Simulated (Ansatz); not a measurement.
# Al(111) with 4 thermally displaced layers, 2x2: scattering by thermal displacements, part 2 of 2

Wanted: the phonon-limited resistivity of Al at 500 K by the Landauer route. The measured value for the pure metal at this temperature is 4.99 µΩ cm (CRC Handbook of Chemistry and Physics, 84th ed., 2003, Electrical Resistivity of Pure Metals).

Ansatz 0.2.0; Ansatz plane-wave DFT, PBE, PAW files; ballistic transport by layer matching (Landauer), zero bias; PAW set soft_1.

So far. Step 2 (With 4 displaced layers): Over the solved energies the transmission per spin lies between 4.93 and 5.14, out of 5.43 channels of the lead on average (up to 5.59).

## (3) With 8 displaced layers

System of this step: Al(111) with 8 thermally displaced layers, 2x2. The cell holds 56 atoms: 56 Al. Its edges and angles: a = 5.725 Å, b = 5.725 Å, c = 32.761 Å, α = 87.5°, β = 92.5°, γ = 120.0°. It derives from Al. Regions: lead, 24 atoms (24 Al); scattering region, 32 atoms (32 Al). The structure is stacked along c, and the current runs across the ab planes.

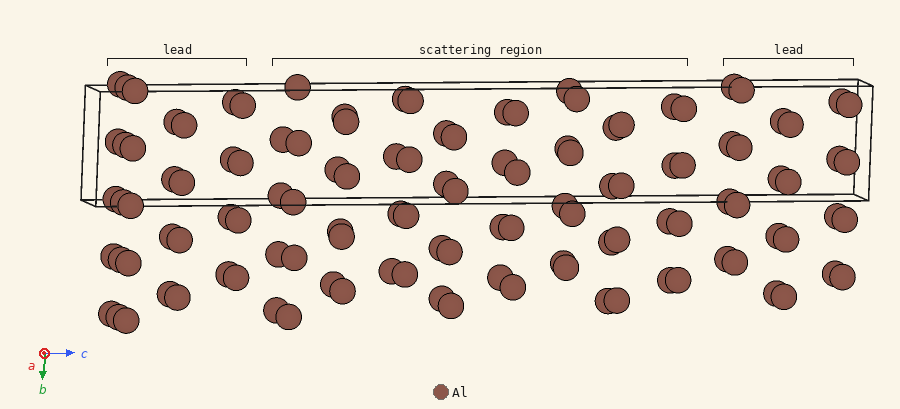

The cell of this step (aluminium brown). 1×2×1 cells are drawn. Some periodic images of atoms are drawn too.

input.yaml reads:

```yaml
crystal:
  lattice:
    - [5.7246940741, 0.0, 0.0]
    - [-2.862347037, 4.957730497, 0.0]
    - [-1.4311735185, 0.8262884162, 32.7193519684]
  atoms:
    - { symbol: Al, position: [0.005952381, 0.994047619, 0.0357142857] }
    - { symbol: Al, position: [0.005952381, 0.494047619, 0.0357142857] }
    - { symbol: Al, position: [0.505952381, 0.994047619, 0.0357142857] }
    - { symbol: Al, position: [0.505952381, 0.494047619, 0.0357142857] }
    - { symbol: Al, position: [0.1845238095, 0.3154761905, 0.1071428571] }
    - { symbol: Al, position: [0.1845238095, 0.8154761905, 0.1071428571] }
    - { symbol: Al, position: [0.6845238095, 0.3154761905, 0.1071428571] }
    - { symbol: Al, position: [0.6845238095, 0.8154761905, 0.1071428571] }
    - { symbol: Al, position: [0.3630952381, 0.1369047619, 0.1785714286] }
    - { symbol: Al, position: [0.3630952381, 0.6369047619, 0.1785714286] }
    - { symbol: Al, position: [0.8630952381, 0.1369047619, 0.1785714286] }
    - { symbol: Al, position: [0.8630952381, 0.6369047619, 0.1785714286] }
    - { symbol: Al, position: [0.0408027608, 0.972202309, 0.2485762715] }
    - { symbol: Al, position: [0.0628311786, 0.482886724, 0.2479619874] }
    - { symbol: Al, position: [0.5887457476, 0.9977498789, 0.2540416376] }
    - { symbol: Al, position: [0.5815800718, 0.4840381429, 0.2584445244] }
    - { symbol: Al, position: [0.2246192033, 0.2794369258, 0.3236875495] }
    - { symbol: Al, position: [0.1810482753, 0.7419187966, 0.3181249525] }
    - { symbol: Al, position: [0.7331015853, 0.2924146229, 0.3156740387] }
    - { symbol: Al, position: [0.6758926536, 0.7720644314, 0.3207241934] }
    - { symbol: Al, position: [0.4068212237, 0.117019089, 0.3974598221] }
    - { symbol: Al, position: [0.4106414133, 0.6170194109, 0.3887549928] }
    - { symbol: Al, position: [0.8769622513, 0.1066152401, 0.3953466822] }
    - { symbol: Al, position: [0.9221723837, 0.6153532169, 0.3957943171] }
    - { symbol: Al, position: [0.0726026406, 0.8797642596, 0.4615358481] }
    - { symbol: Al, position: [0.0935556399, 0.4383124045, 0.4586220727] }
    - { symbol: Al, position: [0.5969245478, 0.9119164474, 0.4634151521] }
    - { symbol: Al, position: [0.5916134325, 0.4420442746, 0.4589178803] }
    - { symbol: Al, position: [0.2776182624, 0.2464394616, 0.532827153] }
    - { symbol: Al, position: [0.2226387492, 0.6904191296, 0.5332885879] }
    - { symbol: Al, position: [0.750878204, 0.2267250305, 0.534485692] }
    - { symbol: Al, position: [0.7540456562, 0.7446064256, 0.5395371475] }
    - { symbol: Al, position: [0.4311139683, 0.0587136649, 0.6091603883] }
    - { symbol: Al, position: [0.4750632794, 0.5566834855, 0.6090638352] }
    - { symbol: Al, position: [0.9177989286, 0.0983244627, 0.6096126215] }
    - { symbol: Al, position: [0.9616750157, 0.5646672411, 0.6032369228] }
    - { symbol: Al, position: [0.1408367876, 0.9060729718, 0.6753238773] }
    - { symbol: Al, position: [0.0870072587, 0.3981140645, 0.6779294686] }
    - { symbol: Al, position: [0.6610937951, 0.872050874, 0.6765916638] }
    - { symbol: Al, position: [0.5895893396, 0.3463004463, 0.6752412946] }
    - { symbol: Al, position: [0.3248650929, 0.2054655459, 0.7477212405] }
    - { symbol: Al, position: [0.2720238346, 0.7222716209, 0.7524656972] }
    - { symbol: Al, position: [0.7925370727, 0.1985217471, 0.7511444127] }
    - { symbol: Al, position: [0.791808553, 0.6911137254, 0.7523309874] }
    - { symbol: Al, position: [0.4702380952, 0.0297619048, 0.8214285714] }
    - { symbol: Al, position: [0.4702380952, 0.5297619048, 0.8214285714] }
    - { symbol: Al, position: [0.9702380952, 0.0297619048, 0.8214285714] }
    - { symbol: Al, position: [0.9702380952, 0.5297619048, 0.8214285714] }
    - { symbol: Al, position: [0.1488095238, 0.8511904762, 0.8928571429] }
    - { symbol: Al, position: [0.1488095238, 0.3511904762, 0.8928571429] }
    - { symbol: Al, position: [0.6488095238, 0.8511904762, 0.8928571429] }
    - { symbol: Al, position: [0.6488095238, 0.3511904762, 0.8928571429] }
    - { symbol: Al, position: [0.3273809524, 0.1726190476, 0.9642857143] }
    - { symbol: Al, position: [0.3273809524, 0.6726190476, 0.9642857143] }
    - { symbol: Al, position: [0.8273809524, 0.1726190476, 0.9642857143] }
    - { symbol: Al, position: [0.8273809524, 0.6726190476, 0.9642857143] }
kpoints:
  mp_grid: { grid: [5, 5, 1] }
hamiltonian:
  xc: pbe
  pseudopotentials: { kind: paw, azcp: { folder: soft_1 } }
scf:
  occupations: { method: fermi_dirac, width: 0.1 }
output:
  transmission:
    leads: [[0, 4]]
    kmesh: [10, 10]
    e_range: [-0.05, 0.05]
    de: 0.05
  write_potential: true
  write_density: true
  volumetric_format: npy
```

Command:

```
$ ansatz run input.yaml --threads 4 --pin off --max-ram 15360MiB --backend cpu --events-out ev --progress --plain --runs-dir out
```

Numbers of over 12 decimals in the logs are rounded to 6 here.

Output:

```text
[...]
Crystal: 56 atoms, lattice volume = 928.624 Å³
Basis set: ecut = 420 eV, 18271 PW (Γ)
Bands: 140, of which v1, the nominal top of the filled ones, is band 84 counted from 1 (83 counted from 0)
Symmetry: 1 space group operations
[...]
k-points: 13 of 25 (time reversal used)
[...]
SCF iter   1: F=—  HF=-30099.862764 eV  |F-HF|=—  |Δ(HF+E_count)|=         —  Δρ=2.41e-2  dr2=1.05e1  ethr=3.10e-3  ⟨swp⟩=6.7  Hψ=8557  notcnv=0  defer=66
[...]
SCF iter   7: F=-30097.293259 eV  HF=-30097.293259 eV  |F-HF|=1.28e-8  |Δ(HF+E_count)|=   1.22e-8  Δρ=1.38e-6  dr2=2.78e-8  ethr=5.95e-11  ⟨swp⟩=13.1  Hψ=7461  notcnv=0
SCF 1 converged in 7 iterations: F = -30097.293259 eV  dr2 = 2.78e-8
[...]
transmission: 222 of 2132 steps passed
transmission: 432 of 2132 steps passed
[...]
transmission: 2132 of 2132 steps passed
SCF converged after 7 iterations
Free energy (F): -30097.293259 eV
[...]
Internal energy: -30096.399695 eV  (E = F + TS)
E sigma→0 (E₀):  -30096.846477 eV
Entropy (-TS):   -0.893565 eV (-15.957 meV/atom)
Fermi energy:    7.921826 eV
[...]
--- Band table (eV; the first three rows and the last of 13) ---
  k-point 0: bands = [... 80 lower, 6.5537, 6.5915, 6.6301, 7.0220, 7.0630, 7.0742, 7.0896, 7.2079, ... 52 higher]
  k-point 1: bands = [... 80 lower, 6.9509, 7.0809, 7.1076, 7.1449, 7.1876, 7.6061, 7.6486, 7.6723, ... 52 higher]
  k-point 2: bands = [... 80 lower, 7.9080, 8.0114, 8.0516, 8.1040, 8.1317, 8.1735, 8.2403, 8.2803, ... 52 higher]
  k-point 12: bands = [... 80 lower, 7.7466, 7.8682, 7.9132, 7.9491, 7.9760, 7.9878, 8.0170, 8.0540, ... 52 higher]
--- Transmission ---
  basis      : 253 plane waves across, 41 finite elements along
  points     : 52, standing for a mesh of 10 x 10
[...]
channels       : 5.530000e0 a spin
[...]
junction   : crystal 0 to crystal 0, 0.70 to 31.08 Å
    transmission   : 4.529217e0 a spin
[...]
```

Wall time 6 min (4 threads of AMD EPYC 7R13 (Zen 3), shared host); peak memory 3.2 GiB.

Numbers from this step:

* free energy: -30097.2933 eV
* energy at zero smearing: -30096.8465 eV
* transmission per spin nearest the Fermi level: 4.529
* open channels per spin nearest the Fermi level: 5.53
* step of the lead's potential: 5.2 meV

Per spin. Table of transmission, zone mean by energy, zero at the Fermi level:

```csv
energy (eV),"transmission, zone mean"
-0.0500,4.32
0.0000,4.53
0.0500,4.56
```

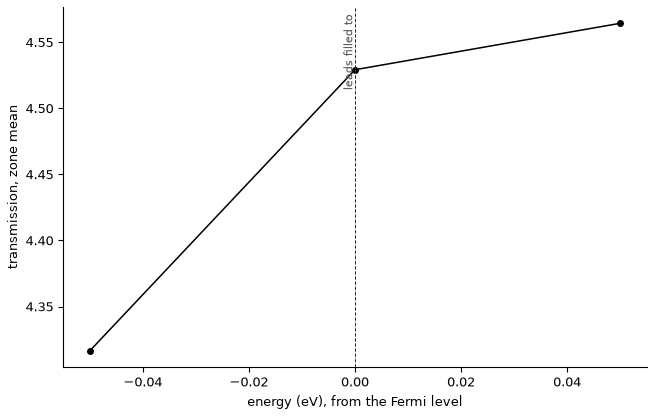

Transmission, zone mean, plotted against energy.

Over the solved energies the transmission per spin lies between 4.32 and 4.56, out of 5.45 channels of the lead on average (up to 5.59).

## (4) With 12 displaced layers

System of this step: Al(111) with 12 thermally displaced layers, 2x2. The cell holds 72 atoms: 72 Al. Cell: a = 5.725 Å, b = 5.725 Å, c = 42.068 Å, α = 90.0°, β = 90.0°, γ = 120.0°. It derives from Al. Regions: lead, 24 atoms (24 Al); scattering region, 48 atoms (48 Al). The structure is stacked along c, and the current runs across the ab planes.

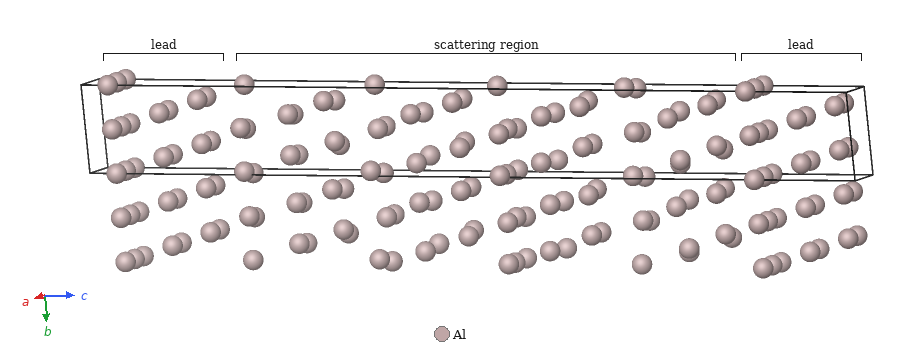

The cell of this step (aluminium light grey). 1×2×1 cells are drawn. Some periodic images of atoms are drawn too.

input.yaml reads:

```yaml
crystal:
  lattice:
    - [5.7246940741, 0.0, 0.0]
    - [-2.862347037, 4.957730497, 0.0]
    - [0.0, 0.0, 42.0677382451]
  atoms:
    - { symbol: Al, position: [0.0, 0.0, 0.0277777778] }
    - { symbol: Al, position: [0.0, 0.5, 0.0277777778] }
    - { symbol: Al, position: [0.5, 0.0, 0.0277777778] }
    - { symbol: Al, position: [0.5, 0.5, 0.0277777778] }
    - { symbol: Al, position: [0.1666666667, 0.3333333333, 0.0833333333] }
    - { symbol: Al, position: [0.1666666667, 0.8333333333, 0.0833333333] }
    - { symbol: Al, position: [0.6666666667, 0.3333333333, 0.0833333333] }
    - { symbol: Al, position: [0.6666666667, 0.8333333333, 0.0833333333] }
    - { symbol: Al, position: [0.3333333333, 0.1666666667, 0.1388888889] }
    - { symbol: Al, position: [0.3333333333, 0.6666666667, 0.1388888889] }
    - { symbol: Al, position: [0.8333333333, 0.1666666667, 0.1388888889] }
    - { symbol: Al, position: [0.8333333333, 0.6666666667, 0.1388888889] }
    - { symbol: Al, position: [0.9387830875, 0.968135964, 0.1935590674] }
    - { symbol: Al, position: [0.9832871475, 0.4712197252, 0.1954020832] }
    - { symbol: Al, position: [0.5281729344, 0.0111497047, 0.195098547] }
    - { symbol: Al, position: [0.5227295274, 0.5099977203, 0.1911164314] }
    - { symbol: Al, position: [0.1782907214, 0.3652542744, 0.2466862572] }
    - { symbol: Al, position: [0.1631908307, 0.8237143969, 0.2473838992] }
    - { symbol: Al, position: [0.6462607788, 0.3358305235, 0.2509186826] }
    - { symbol: Al, position: [0.6554093215, 0.7975878833, 0.2491588348] }
    - { symbol: Al, position: [0.3524366814, 0.1900712544, 0.3075147182] }
    - { symbol: Al, position: [0.3646967187, 0.6937873091, 0.3079558194] }
    - { symbol: Al, position: [0.816599079, 0.1681014045, 0.3034780275] }
    - { symbol: Al, position: [0.761576112, 0.6251159693, 0.3116410302] }
    - { symbol: Al, position: [0.9483694749, 0.9445763822, 0.359407316] }
    - { symbol: Al, position: [0.0319902712, 0.4988886691, 0.3622999467] }
    - { symbol: Al, position: [0.4931844464, 0.9979426223, 0.3648011322] }
    - { symbol: Al, position: [0.5159743019, 0.4978679069, 0.3637085943] }
    - { symbol: Al, position: [0.1869596877, 0.3279156647, 0.4174531872] }
    - { symbol: Al, position: [0.1638469199, 0.8168134033, 0.420019429] }
    - { symbol: Al, position: [0.6554339986, 0.3180203777, 0.4117847083] }
    - { symbol: Al, position: [0.6584311634, 0.8710409977, 0.4133454136] }
    - { symbol: Al, position: [0.33799128, 0.1575910089, 0.4737118314] }
    - { symbol: Al, position: [0.3366324497, 0.647477315, 0.4713719561] }
    - { symbol: Al, position: [0.8368760992, 0.1694982267, 0.4721391669] }
    - { symbol: Al, position: [0.8344063363, 0.6822253292, 0.4760592278] }
    - { symbol: Al, position: [0.0024230341, 0.9817041405, 0.5289312626] }
    - { symbol: Al, position: [0.0070137075, 0.5114112173, 0.5331522075] }
    - { symbol: Al, position: [0.495277592, 0.9997156774, 0.5251948383] }
    - { symbol: Al, position: [0.4867797283, 0.4859309028, 0.5324384358] }
    - { symbol: Al, position: [0.1661053031, 0.3191958224, 0.5889542972] }
    - { symbol: Al, position: [0.1488792113, 0.854623266, 0.5862938739] }
    - { symbol: Al, position: [0.6757257566, 0.3268777888, 0.5829563776] }
    - { symbol: Al, position: [0.6690297733, 0.852764676, 0.5765486744] }
    - { symbol: Al, position: [0.3242668068, 0.1704226475, 0.6371958275] }
    - { symbol: Al, position: [0.2914216043, 0.6606640671, 0.6366889234] }
    - { symbol: Al, position: [0.867736754, 0.2012097514, 0.6390910086] }
    - { symbol: Al, position: [0.7895032736, 0.6618169188, 0.6361967041] }
    - { symbol: Al, position: [0.0355063493, 0.0418119422, 0.6953691784] }
    - { symbol: Al, position: [0.0622895008, 0.5374390183, 0.6964735867] }
    - { symbol: Al, position: [0.4841658719, 0.0051636001, 0.6905430951] }
    - { symbol: Al, position: [0.5275897741, 0.5059013462, 0.6988109695] }
    - { symbol: Al, position: [0.1533624793, 0.2887325305, 0.7522946701] }
    - { symbol: Al, position: [0.2120303085, 0.8780561692, 0.7475942502] }
    - { symbol: Al, position: [0.652680763, 0.3385716016, 0.7473532644] }
    - { symbol: Al, position: [0.6285242734, 0.8097856647, 0.757952165] }
    - { symbol: Al, position: [0.3116292544, 0.1446409695, 0.8045889611] }
    - { symbol: Al, position: [0.3530135722, 0.7012074263, 0.8086146631] }
    - { symbol: Al, position: [0.8542514735, 0.1703045227, 0.8063102976] }
    - { symbol: Al, position: [0.8044983884, 0.6319543319, 0.8117879464] }
    - { symbol: Al, position: [0.0, 0.0, 0.8611111111] }
    - { symbol: Al, position: [0.0, 0.5, 0.8611111111] }
    - { symbol: Al, position: [0.5, 0.0, 0.8611111111] }
    - { symbol: Al, position: [0.5, 0.5, 0.8611111111] }
    - { symbol: Al, position: [0.1666666667, 0.3333333333, 0.9166666667] }
    - { symbol: Al, position: [0.1666666667, 0.8333333333, 0.9166666667] }
    - { symbol: Al, position: [0.6666666667, 0.3333333333, 0.9166666667] }
    - { symbol: Al, position: [0.6666666667, 0.8333333333, 0.9166666667] }
    - { symbol: Al, position: [0.3333333333, 0.1666666667, 0.9722222222] }
    - { symbol: Al, position: [0.3333333333, 0.6666666667, 0.9722222222] }
    - { symbol: Al, position: [0.8333333333, 0.1666666667, 0.9722222222] }
    - { symbol: Al, position: [0.8333333333, 0.6666666667, 0.9722222222] }
kpoints:
  mp_grid: { grid: [5, 5, 1] }
hamiltonian:
  xc: pbe
  pseudopotentials: { kind: paw, azcp: { folder: soft_1 } }
scf:
  occupations: { method: fermi_dirac, width: 0.1 }
output:
  transmission:
    leads: [[0, 4]]
    kmesh: [10, 10]
    e_range: [-0.05, 0.05]
    de: 0.05
  write_potential: true
  write_density: true
  volumetric_format: npy
```

Output:

```text
[...]
Crystal: 72 atoms, lattice volume = 1193.945 Å³
Basis set: ecut = 420 eV, 23469 PW (Γ)
Bands: 180, of which v1, the nominal top of the filled ones, is band 108 counted from 1 (107 counted from 0)
Symmetry: 1 space group operations
[...]
k-points: 13 of 25 (time reversal used)
[...]
SCF iter   1: F=—  HF=-38698.832086 eV  |F-HF|=—  |Δ(HF+E_count)|=         —  Δρ=2.49e-2  dr2=1.38e1  ethr=3.10e-3  ⟨swp⟩=6.5  Hψ=10866  notcnv=0  defer=116
[...]
SCF iter   8: F=-38695.048693 eV  HF=-38695.048693 eV  |F-HF|=4.21e-9  |Δ(HF+E_count)|=   1.06e-8  Δρ=5.04e-7  dr2=6.67e-9  ethr=4.63e-11  ⟨swp⟩=13.5  Hψ=8346  notcnv=0
SCF 1 converged in 8 iterations: F = -38695.048693 eV  dr2 = 6.67e-9
[...]
transmission: 273 of 2704 steps passed
transmission: 549 of 2704 steps passed
[...]
transmission: 2704 of 2704 steps passed
SCF converged after 8 iterations
Free energy (F): -38695.048693 eV
[...]
Internal energy: -38693.875303 eV  (E = F + TS)
E sigma→0 (E₀):  -38694.461998 eV
Entropy (-TS):   -1.173390 eV (-16.297 meV/atom)
Fermi energy:    7.921860 eV
[...]
--- Band table (eV; the first three rows and the last of 13) ---
  k-point 0: bands = [... 104 lower, 6.5908, 6.6111, 6.6686, 6.7987, 6.8453, 6.8485, 6.8732, 6.9247, ... 68 higher]
  k-point 1: bands = [... 104 lower, 6.9169, 6.9850, 7.1075, 7.1385, 7.1821, 7.2454, 7.3058, 7.4524, ... 68 higher]
  k-point 2: bands = [... 104 lower, 7.9495, 7.9733, 8.0312, 8.0355, 8.0813, 8.1034, 8.1392, 8.1860, ... 68 higher]
  k-point 12: bands = [... 104 lower, 7.7335, 7.8674, 7.8907, 7.9309, 7.9411, 7.9866, 8.0030, 8.0349, ... 68 higher]
--- Transmission ---
  basis      : 253 plane waves across, 52 finite elements along
  points     : 52, standing for a mesh of 10 x 10
[...]
channels       : 5.590000e0 a spin
[...]
junction   : crystal 0 to crystal 0, 0.70 to 40.43 Å
    transmission   : 4.187359e0 a spin
[...]
```

Elapsed: 8.2 min, on 4 threads; peak memory 5 GiB.

Numbers from this step:

```
free energy                                    : -38695.0487 eV
energy at zero smearing                        : -38694.4620 eV
transmission per spin nearest the Fermi level  : 4.187
open channels per spin nearest the Fermi level : 5.59
step of the lead's potential                   : 11 meV
```

Per spin. Transmission, zone mean against energy, zero at the Fermi level:

```csv
energy (eV),"transmission, zone mean"
-0.0500,4.02
0.0000,4.19
0.0500,4.15
```

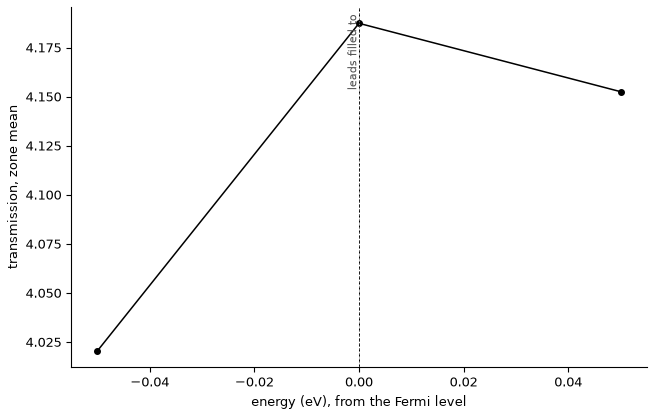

Transmission, zone mean, plotted against energy.

Over the solved energies the transmission per spin lies between 4.02 and 4.19, out of 5.49 channels of the lead on average (up to 5.59).

## (5) Resistance against length

This step: Ansatz plane-wave DFT, PBE, PAW files; ballistic transport by layer matching (Landauer), zero bias; resistivity from the slope of the area resistance; PAW set soft_1 (Ansatz 0.2.0).

This step gave:

* resistivity: 9.022 µΩ cm
* intercept: -0.02791 fΩ m²
* scatter about the fit: 0.004648 fΩ m²

Resistance, by row:

```csv
run,length (Å),T,channels N,RA (fΩ m²)
n4,9.348,5.033,5.43,0.05315
n8,18.7,4.47,5.45,0.1474
n12,28.05,4.12,5.49,0.2218
```

Area resistance against length of the displaced region:

```csv
length of the displaced region (Å),area resistance (fΩ m²)
9.35,0.0531
18.70,0.147
28.05,0.222
```

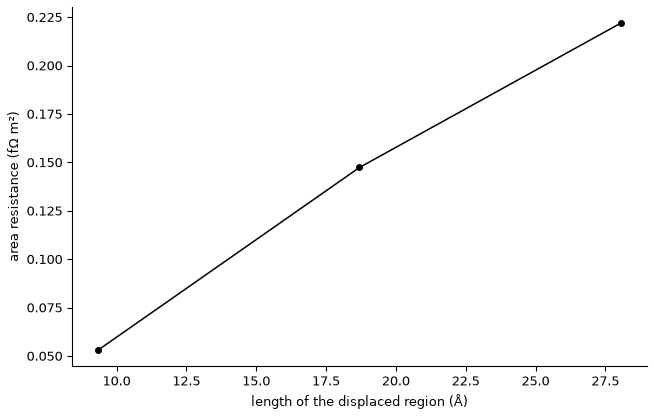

Area resistance, plotted against length of the displaced region.

The area resistance goes from 0.053 to 0.22 fΩ m² between 9.3 and 28.0 Å, a slope of 9.0 µΩ cm.

By hand from the end points: (0.2218 − 0.05315) fΩ m² / (28.05 − 9.35) Å = 9.0 µΩ cm, since 1 fΩ m² per Å is 1000 µΩ cm.

## (6) What came out

- resistivity from the slope: 9.02 µΩ cm
- area resistance over 9.35 Å: 0.0531 fΩ m²
- area resistance over 18.7 Å: 0.147 fΩ m²
- area resistance over 28.0 Å: 0.222 fΩ m²

**Reading.** The slope gives 9.0 µΩ cm. The points scatter by 0.0046 fΩ m² about the line, with one random draw a length in a 2x2 cell, so the slope is a rough value. The mean square of the displacements drawn is 0.78, 0.91 and 1.0 of the nominal one at the three lengths; with each resistance scaled back by that, the slope is 7.9 µΩ cm, the value used below. The lead's own channel count moves between the runs (5.43, 5.45 and 5.49), which shifts RA and the slope too. Read with a model of isotropic scattering on a spherical Fermi surface and the lead's 1.5×10¹⁵ S/m², this slope means a mean free path near 70 Å; over these lengths the model's slope is 1.10 times its bulk resistivity, which would be 7.2 µΩ cm. Uncorrelated displacements put too much weight on short waves, which scatter strongly; with the sideways repeat of a small cell, one draw and three short lengths, the method is good to a factor of two or three. The measured value is 4.99 µΩ cm (CRC Handbook of Chemistry and Physics, 84th ed., 2003, Electrical Resistivity of Pure Metals); the scaled slope is 1.6 times that and the corrected value 1.4: clearly high.

[Logs are printed without paths, hosts, clocks, repeated set-up lines and the standing remarks that a program may print on its own settings, such as how far it seeks lower states.]

[Hosts, paths, dates, database ids (printed as entryN), source tags and the programs' standing remarks are cut or masked in the printed files.]
